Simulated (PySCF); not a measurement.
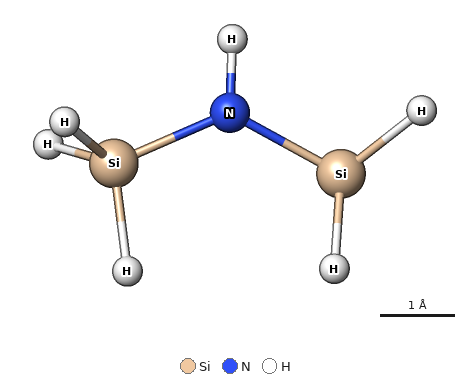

The structure (ball-and-stick view, seen at a tilt).

## Run report: Si2NH6, property calculation

Si2NH6, multiplicity 2, computed with B3LYP/aug-pc-1, UKS (PySCF 2.14.0).

The geometry comes from this level: PBE0-D4/def2-TZVP.

The input (job.py):
```python
from pyscf import gto, dft

mol = gto.Mole()
mol.atom = 'start.xyz'
mol.max_memory = 1860
mol.basis = 'aug-pc-1'
mol.verbose = 4
mol.spin = 1
mol.build()

mf = dft.UKS(mol)
mf.xc = 'b3lyp'
mf.conv_tol = 1e-10
mf.grids.level = 4
mf.kernel()
if not mf.converged:
    mf = mf.newton().run(mf.mo_coeff, mf.mo_occ)

e_final = mf.e_tot
print('E = %.10f Eh' % e_final)
dip = mf.dip_moment()
pop, q = mf.mulliken_pop()
quad = mf.quad_moment()
```

File start.xyz:
```
9
H6NSi2
Si    -1.200900     0.925300    -0.948400
N      0.196900     0.625800     0.025200
Si     0.611700    -0.820500     0.880200
H     -1.616500    -0.372000    -1.554500
H     -0.842900     1.913400    -2.010900
H      0.764100     1.439300     0.222200
H      1.982600    -1.276500     0.525400
H     -0.378200    -1.853400     0.488500
H      0.571600    -0.627700     2.355400
```

Machine: 1 thread of Arm Neoverse V1, 24 GiB of memory available, shared host.

Launched with:
```bash
OMP_NUM_THREADS=1 python job.py
```

What the program printed:
```
PySCF version 2.14.0

[INPUT] num. atoms = 9
[INPUT] num. electrons = 41
[INPUT] charge = 0
[INPUT] spin (= nelec alpha-beta = 2S) = 1
[INPUT] symmetry False subgroup None
[INPUT] Mole.unit = angstrom
[INPUT] Symbol           X                Y                Z      unit          X                Y                Z       unit  Magmom
[INPUT]  1 Si    -1.200900000000   0.925300000000  -0.948400000000 AA   -2.269372102990   1.748563583060  -1.792216256538 Bohr   0.0
[INPUT]  2 N      0.196900000000   0.625800000000   0.025200000000 AA    0.372087073927   1.182590608753   0.047621098339 Bohr   0.0
[INPUT]  3 Si     0.611700000000  -0.820500000000   0.880200000000 AA    1.155945470396  -1.550520285206   1.663336934842 Bohr   0.0
[INPUT]  4 H     -1.616500000000  -0.372000000000  -1.554500000000 AA   -3.054742280359  -0.702978118338  -2.937579260636 Bohr   0.0
[INPUT]  5 H     -0.842900000000   1.913400000000  -2.010900000000 AA   -1.592850150396   3.615801966743  -3.800050263888 Bohr   0.0
[INPUT]  6 H      0.764100000000   1.439300000000   0.222200000000 AA    1.443939731780   2.719882811086   0.419897144878 Bohr   0.0
[INPUT]  7 H      1.982600000000  -1.276500000000   0.525400000000 AA    3.746571014563  -2.412235398007   0.992862105846 Bohr   0.0
[INPUT]  8 H     -0.378200000000  -1.853400000000   0.488500000000 AA   -0.714694420311  -3.502418399269   0.923131211850 Bohr   0.0
[INPUT]  9 H      0.571600000000  -0.627700000000   2.355400000000 AA    1.080167452801  -1.186181088389   4.451060913801 Bohr   0.0

nuclear repulsion = 147.533691534114
number of shells = 21
number of NR pGTOs = 197
number of NR cGTOs = 131
basis = aug-pc-1
ecp = {}

******** <class 'pyscf.dft.uks.UKS'> ********
method = UKS
initial guess = minao
damping factor = 0
level_shift factor = 0
DIIS = <class 'pyscf.scf.diis.CDIIS'>
diis_start_cycle = 1
diis_space = 8
diis_damp = 0
SCF conv_tol = 1e-10
SCF conv_tol_grad = None
SCF max_cycles = 50
direct_scf = True
direct_scf_tol = 1e-13
number electrons alpha = 21  beta = 20
XC library pyscf.dft.libxc version 7.0.0
    S. Lehtola, C. Steigemann, M. J.T. Oliveira, and M. A.L. Marques.,  SoftwareX 7, 1–5 (2018)
XC functionals = b3lyp
    P. J. Stephens, F. J. Devlin, C. F. Chabalowski, and M. J. Frisch.,  J. Phys. Chem. 98, 11623 (1994)
radial grids:
    Treutler-Ahlrichs [JCP 102, 346 (1995); DOI:10.1063/1.469408] (M4) radial grids

becke partition: Becke, JCP 88, 2547 (1988); DOI:10.1063/1.454033
pruning grids: <function nwchem_prune>
grids dens level: 4
symmetrized grids: False
atomic radii adjust function: <function treutler_atomic_radii_adjust>
small_rho_cutoff = 0
Set gradient conv threshold to 1e-05
tot grids = 179960
init E= -637.316657902195
  alpha nocc = 21  HOMO = -0.159899455189602  LUMO = -0.0491741320481895
  beta  nocc = 20  HOMO = -0.327464580796093  LUMO = -0.159899455189602

WARN: HOMO -0.159899455189602 >= LUMO -0.159899455189602

cycle= 1 E= -637.333957746914  delta_E= -0.0173  |g|= 0.297  |ddm|= 2.21
  alpha nocc = 21  HOMO = -0.161150193154573  LUMO = -0.0155104504465062
  beta  nocc = 20  HOMO = -0.223631535534894  LUMO = -0.0796466084613816
  HOMO = -0.161150193155  LUMO = -0.0796466084614  gap/eV = 2.21783
cycle= 2 E= -637.255584799546  delta_E= 0.0784  |g|= 0.501  |ddm|= 0.773
  alpha nocc = 21  HOMO = -0.191844824901449  LUMO = -0.0269179030300792
  beta  nocc = 20  HOMO = -0.297173551088404  LUMO = -0.0935160965777491
  HOMO = -0.191844824901  LUMO = -0.0935160965777  gap/eV = 2.67566
cycle= 3 E= -637.371725251865  delta_E= -0.116  |g|= 0.0471  |ddm|= 0.524
  alpha nocc = 21  HOMO = -0.191258328088883  LUMO = -0.0225123583808715
  beta  nocc = 20  HOMO = -0.287606695897198  LUMO = -0.0891556259325816
  HOMO = -0.191258328089  LUMO = -0.0891556259326  gap/eV = 2.77836
cycle= 4 E= -637.373035220979  delta_E= -0.00131  |g|= 0.0081  |ddm|= 0.0861
  alpha nocc = 21  HOMO = -0.192728858593777  LUMO = -0.0232855935974841
  beta  nocc = 20  HOMO = -0.289143406081065  LUMO = -0.0884970123923261
  HOMO = -0.192728858594  LUMO = -0.0884970123923  gap/eV = 2.83629
cycle= 5 E= -637.373090413095  delta_E= -5.52e-05  |g|= 0.00184  |ddm|= 0.0251
  alpha nocc = 21  HOMO = -0.192965249439395  LUMO = -0.0231823047508803
  beta  nocc = 20  HOMO = -0.28903869424203  LUMO = -0.0882707253892212
  HOMO = -0.192965249439  LUMO = -0.0882707253892  gap/eV = 2.84888
cycle= 6 E= -637.373093573903  delta_E= -3.16e-06  |g|= 0.00051  |ddm|= 0.00517
  alpha nocc = 21  HOMO = -0.192854105204846  LUMO = -0.0231218759584673
  beta  nocc = 20  HOMO = -0.28891548761767  LUMO = -0.0880265737314279
  HOMO = -0.192854105205  LUMO = -0.0880265737314  gap/eV = 2.85250
cycle= 7 E= -637.373093877891  delta_E= -3.04e-07  |g|= 0.000195  |ddm|= 0.00172
  alpha nocc = 21  HOMO = -0.192919949220849  LUMO = -0.0231236274182098
  beta  nocc = 20  HOMO = -0.288935130232625  LUMO = -0.0880587327382165
  HOMO = -0.192919949221  LUMO = -0.0880587327382  gap/eV = 2.85342
cycle= 8 E= -637.373093914315  delta_E= -3.64e-08  |g|= 4.77e-05  |ddm|= 0.000645
  alpha nocc = 21  HOMO = -0.192917654552717  LUMO = -0.0231231745322864
  beta  nocc = 20  HOMO = -0.288938343694568  LUMO = -0.088053537391386
  HOMO = -0.192917654553  LUMO = -0.0880535373914  gap/eV = 2.85350
cycle= 9 E= -637.373093917057  delta_E= -2.74e-09  |g|= 1.45e-05  |ddm|= 0.000158
  alpha nocc = 21  HOMO = -0.192917312152211  LUMO = -0.0231221188551665
  beta  nocc = 20  HOMO = -0.288938768315836  LUMO = -0.0880536906841698
  HOMO = -0.192917312152  LUMO = -0.0880536906842  gap/eV = 2.85348
cycle= 10 E= -637.37309391732  delta_E= -2.63e-10  |g|= 4.46e-06  |ddm|= 5.4e-05
  alpha nocc = 21  HOMO = -0.192917357948788  LUMO = -0.0231221669905626
  beta  nocc = 20  HOMO = -0.288939430021653  LUMO = -0.0880538837577967
  HOMO = -0.192917357949  LUMO = -0.0880538837578  gap/eV = 2.85348
cycle= 11 E= -637.373093917342  delta_E= -2.21e-11  |g|= 1.36e-06  |ddm|= 1.42e-05
  alpha nocc = 21  HOMO = -0.192917453983007  LUMO = -0.0231221606014378
  beta  nocc = 20  HOMO = -0.288939563888424  LUMO = -0.0880539892254792
  HOMO = -0.192917453983  LUMO = -0.0880539892255  gap/eV = 2.85348
```

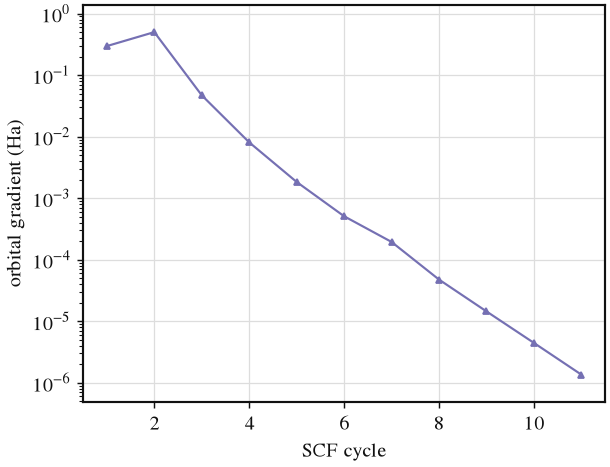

Convergence of the self-consistent field: orbital gradient against the SCF cycle. The residual falls almost steadily, with no more than small rises.

```
Extra cycle  E= -637.373093917343  delta_E= -1.25e-12  |g|= 7.31e-07  |ddm|= 4.93e-06
converged SCF energy = -637.373093917343  <S^2> = 0.75198764  2S+1 = 2.0019867
E = -637.3730939173 Eh
Dipole moment(X, Y, Z, Debye):  0.82256,  0.49305,  0.43461
 ** Mulliken pop       alpha | beta **
pop of  0 Si 1s        1.00015 | 1.00016
pop of  0 Si 2s        1.00773 | 1.00686
pop of  0 Si 3s        0.38159 | 0.33571
pop of  0 Si 4s        0.39272 | 0.20638
pop of  0 Si 5s        0.00118 | 0.00430
pop of  0 Si 2px       0.99621 | 0.99519
pop of  0 Si 2py       0.99609 | 0.99586
pop of  0 Si 2pz       0.99608 | 0.99542
pop of  0 Si 3px       0.30756 | 0.14715
pop of  0 Si 3py       0.28121 | 0.23954
pop of  0 Si 3pz       0.28653 | 0.18223
pop of  0 Si 4px       0.14920 | -0.00117
pop of  0 Si 4py       0.11878 | 0.05987
pop of  0 Si 4pz       0.13645 | 0.03448
pop of  0 Si 5px       0.01040 | 0.00013
pop of  0 Si 5py       0.00298 | -0.00408
pop of  0 Si 5pz      -0.00242 | 0.00003
pop of  0 Si 3dxy      0.01079 | 0.00932
pop of  0 Si 3dyz      0.01891 | 0.01948
pop of  0 Si 3dz^2     0.01189 | 0.00953
pop of  0 Si 3dxz      0.02045 | 0.01746
pop of  0 Si 3dx2-y2    0.01848 | 0.01795
pop of  0 Si 4dxy     -0.00121 | -0.00301
pop of  0 Si 4dyz      0.00531 | 0.00634
pop of  0 Si 4dz^2     0.00786 | 0.00220
pop of  0 Si 4dxz      0.00167 | -0.00172
pop of  0 Si 4dx2-y2    0.00099 | -0.00006
pop of  1 N 1s        0.99874 | 0.99871
pop of  1 N 2s        0.35215 | 0.34654
pop of  1 N 3s        0.43996 | 0.43914
pop of  1 N 4s        0.15540 | 0.15885
pop of  1 N 2px       0.44402 | 0.39112
pop of  1 N 2py       0.40851 | 0.39742
pop of  1 N 2pz       0.46519 | 0.43353
pop of  1 N 3px       0.27130 | 0.26475
pop of  1 N 3py       0.21909 | 0.21747
pop of  1 N 3pz       0.33701 | 0.32935
pop of  1 N 4px       0.01366 | 0.00592
pop of  1 N 4py      -0.00654 | -0.00166
pop of  1 N 4pz      -0.01114 | 0.00423
pop of  1 N 3dxy      0.00138 | 0.00128
pop of  1 N 3dyz      0.00079 | 0.00079
pop of  1 N 3dz^2     0.00088 | 0.00053
pop of  1 N 3dxz      0.00061 | 0.00070
pop of  1 N 3dx2-y2    0.00072 | 0.00064
pop of  1 N 4dxy     -0.00661 | -0.00670
pop of  1 N 4dyz      0.00204 | 0.00265
pop of  1 N 4dz^2     0.00084 | 0.00214
pop of  1 N 4dxz      0.00448 | 0.00583
pop of  1 N 4dx2-y2    0.00277 | 0.00183
pop of  2 Si 1s        1.00017 | 1.00017
pop of  2 Si 2s        1.00746 | 1.00746
pop of  2 Si 3s        0.34599 | 0.34698
pop of  2 Si 4s        0.23820 | 0.23910
pop of  2 Si 5s       -0.02927 | -0.03499
pop of  2 Si 2px       0.99607 | 0.99607
pop of  2 Si 2py       0.99583 | 0.99584
pop of  2 Si 2pz       0.99604 | 0.99604
pop of  2 Si 3px       0.26706 | 0.26785
pop of  2 Si 3py       0.23537 | 0.23756
pop of  2 Si 3pz       0.26007 | 0.25990
pop of  2 Si 4px       0.07852 | 0.08273
pop of  2 Si 4py       0.01943 | 0.02020
pop of  2 Si 4pz       0.06318 | 0.06611
pop of  2 Si 5px      -0.00000 | -0.00478
pop of  2 Si 5py      -0.00072 | -0.00224
pop of  2 Si 5pz      -0.00549 | -0.00419
pop of  2 Si 3dxy      0.02550 | 0.02358
pop of  2 Si 3dyz      0.01897 | 0.01824
pop of  2 Si 3dz^2     0.03246 | 0.03138
pop of  2 Si 3dxz      0.00528 | 0.00522
pop of  2 Si 3dx2-y2    0.01650 | 0.01658
pop of  2 Si 4dxy      0.00004 | 0.00282
pop of  2 Si 4dyz     -0.00461 | -0.00351
pop of  2 Si 4dz^2     0.01131 | 0.01503
pop of  2 Si 4dxz     -0.00540 | -0.00050
pop of  2 Si 4dx2-y2   -0.00575 | -0.00556
pop of  3 H 1s        0.40002 | 0.36874
pop of  3 H 2s        0.15632 | 0.15765
pop of  3 H 3s       -0.00050 | 0.00434
pop of  3 H 2px       0.00085 | 0.00028
pop of  3 H 2py       0.00223 | 0.00236
pop of  3 H 2pz       0.00084 | 0.00075
pop of  3 H 3px       0.00987 | 0.00721
pop of  3 H 3py      -0.01416 | -0.00631
pop of  3 H 3pz      -0.00675 | 0.00515
pop of  4 H 1s        0.40232 | 0.36471
pop of  4 H 2s        0.16179 | 0.15575
pop of  4 H 3s       -0.00154 | 0.01224
pop of  4 H 2px       0.00056 | 0.00039
pop of  4 H 2py       0.00162 | 0.00119
pop of  4 H 2pz       0.00169 | 0.00179
pop of  4 H 3px       0.00472 | 0.00516
pop of  4 H 3py      -0.00366 | -0.00390
pop of  4 H 3pz      -0.01623 | 0.00187
pop of  5 H 1s        0.37031 | 0.37429
pop of  5 H 2s        0.02496 | 0.02979
pop of  5 H 3s       -0.00063 | -0.00400
pop of  5 H 2px       0.00618 | 0.00565
pop of  5 H 2py       0.00776 | 0.00772
pop of  5 H 2pz       0.00462 | 0.00440
pop of  5 H 3px       0.00077 | 0.00559
pop of  5 H 3py       0.00263 | 0.00073
pop of  5 H 3pz       0.00536 | 0.00553
pop of  6 H 1s        0.39200 | 0.38786
pop of  6 H 2s        0.15265 | 0.14995
pop of  6 H 3s        0.01065 | 0.00984
pop of  6 H 2px       0.00251 | 0.00252
pop of  6 H 2py       0.00048 | 0.00047
pop of  6 H 2pz       0.00038 | 0.00036
pop of  6 H 3px      -0.01008 | -0.01016
pop of  6 H 3py       0.00603 | 0.00481
pop of  6 H 3pz       0.00343 | 0.00292
pop of  7 H 1s        0.39008 | 0.39008
pop of  7 H 2s        0.15370 | 0.15239
pop of  7 H 3s        0.00228 | 0.00150
pop of  7 H 2px       0.00143 | 0.00143
pop of  7 H 2py       0.00158 | 0.00157
pop of  7 H 2pz       0.00040 | 0.00040
pop of  7 H 3px      -0.00523 | -0.00586
pop of  7 H 3py       0.00577 | 0.00456
pop of  7 H 3pz      -0.00078 | -0.00090
pop of  8 H 1s        0.39047 | 0.38996
pop of  8 H 2s        0.15281 | 0.15183
pop of  8 H 3s        0.01087 | 0.01079
pop of  8 H 2px       0.00023 | 0.00023
pop of  8 H 2py       0.00022 | 0.00022
pop of  8 H 2pz       0.00291 | 0.00291
pop of  8 H 3px       0.00418 | 0.00454
pop of  8 H 3py       0.00577 | 0.00517
pop of  8 H 3pz      -0.01167 | -0.01213
In total            21.00000 | 20.00000
 ** Mulliken atomic charges   ( Nelec_alpha | Nelec_beta ) **
charge of  0Si =      0.56687  (     7.15758      6.27555 )
charge of  1N =     -1.09031  (     4.09524      3.99506 )
charge of  2Si =      0.86475  (     6.56217      6.57308 )
charge of  3H =     -0.08887  (     0.54871      0.54016 )
charge of  4H =     -0.09047  (     0.55128      0.53920 )
charge of  5H =      0.14834  (     0.42196      0.42970 )
charge of  6H =     -0.10662  (     0.55805      0.54857 )
charge of  7H =     -0.09439  (     0.54922      0.54517 )
charge of  8H =     -0.10930  (     0.55579      0.55351 )
Traceless quadrupole moment (Debye*A):
```

Summary:

| quantity | value |
| --- | --- |
| outcome | converged |
| total energy | −637.373094 hartree |
| basis functions | 131 |
| ⟨S²⟩ | 0.752 |
| dipole moment | 1.05 D |
| wall time | 46 s |
| peak memory | 0.78 GiB |

Notes:

The record of the run, not the program, notes: logged alpha LUMO and gap are faulty.
